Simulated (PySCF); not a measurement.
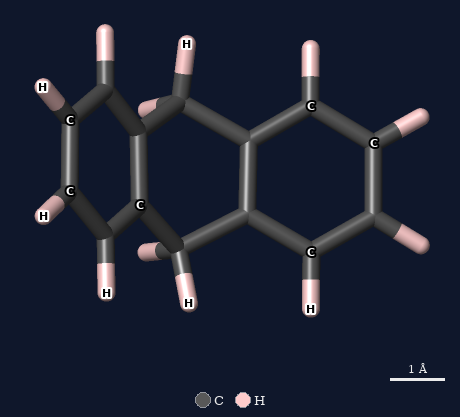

C₁₄H₁₂, before the relaxation. Style: stick. Shown at a tilt.

The start comes from GFN2-xTB. Its atoms were then displaced at random by about 0.01 Å.

Method: PBE0-D3(BJ)/def2-SVP geometry optimisation, gas phase (PySCF 2.14.0, density-fitted response routines).

```xyz
26

C     3.4984    0.7161    0.2856
C     3.4775   -0.6369    0.4441
C     2.3270   -1.3705    0.1456
C     1.2381   -0.7348   -0.3140
C     1.1979    0.6398   -0.4878
C     2.3331    1.3836   -0.1779
C    -0.0536    1.2893   -0.9713
C    -1.2345    0.6678   -0.3029
C    -2.3236    1.4137    0.1834
C    -3.3964    0.7823    0.7895
C    -3.4003   -0.5919    0.9550
C    -2.3116   -1.3375    0.5035
C    -1.2754   -0.7110   -0.1396
C    -0.0733   -1.4844   -0.6284
H     4.3563    1.3082    0.5136
H     4.3704   -1.1174    0.8138
H     2.3516   -2.4297    0.2861
H     2.3201    2.4584   -0.2942
H    -0.1456    1.1135   -2.0508
H    -0.0686    2.3762   -0.8004
H    -2.3353    2.4827    0.0304
H    -4.2208    1.3515    1.1240
H    -4.2176   -1.0653    1.4088
H    -2.3173   -2.4075    0.6270
H    -0.0158   -2.5063   -0.2130
H    -0.1488   -1.5654   -1.7267
```

Q: What does the optimiser find from here?

A: The atom that moves furthest after the best rigid fit is H16 (0.13 Å). Largest moves by element: H 0.13 Å, C 0.10 Å. Some distances before and after: C3–C4 1.342 → 1.395 Å, C11–H23 1.048 → 1.092 Å, C4–C14 1.543 → 1.506 Å, C10–H22 1.056 → 1.092 Å. Among the angles between lasting bonds that change: C3–C4–C5 122.4° → 119.5°, C4–C3–H17 122.2° → 119.4°, C8–C13–C12 122.1° → 119.5°. Over 8 geometry steps the energy falls by 0.329 eV.

Step by step:

```json
{"step": "0", "E − E(0), eV": "0.0000"}
{"step": "1", "E − E(0), eV": "-0.3175"}
{"step": "2", "E − E(0), eV": "-0.3251"}
{"step": "3", "E − E(0), eV": "-0.3250"}
{"step": "4", "E − E(0), eV": "-0.3278"}
{"step": "5", "E − E(0), eV": "-0.3279"}
{"step": "6", "E − E(0), eV": "-0.3286"}
{"step": "7", "E − E(0), eV": "-0.3288"}
{"step": "8", "E − E(0), eV": "-0.3291"}
```

The structure at the end:

```xyz
26

C     3.5465    0.7387    0.2224
C     3.5502   -0.6446    0.3887
C     2.3890   -1.3754    0.1424
C     1.2221   -0.7367   -0.2782
C     1.2183    0.6572   -0.4454
C     2.3815    1.3839   -0.1894
C    -0.0602    1.3118   -0.8983
C    -1.2672    0.6718   -0.2651
C    -2.3723    1.4133    0.1552
C    -3.4731    0.7821    0.7316
C    -3.4698   -0.6015    0.8984
C    -2.3652   -1.3461    0.4879
C    -1.2633   -0.7217   -0.0976
C    -0.0523   -1.4867   -0.5628
H     4.4504    1.3193    0.4215
H     4.4571   -1.1566    0.7192
H     2.3871   -2.4601    0.2820
H     2.3735    2.4708   -0.3109
H    -0.1406    1.2022   -1.9983
H    -0.0396    2.3935   -0.7008
H    -2.3683    2.5001    0.0324
H    -4.3317    1.3733    1.0583
H    -4.3257   -1.1022    1.3567
H    -2.3562   -2.4309    0.6270
H    -0.0258   -2.4912   -0.1159
H    -0.1327   -1.6399   -1.6575
```

The end point in the same view:

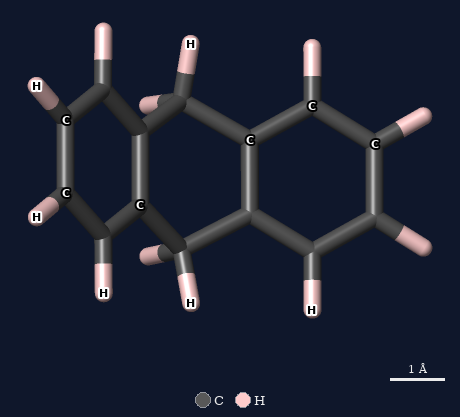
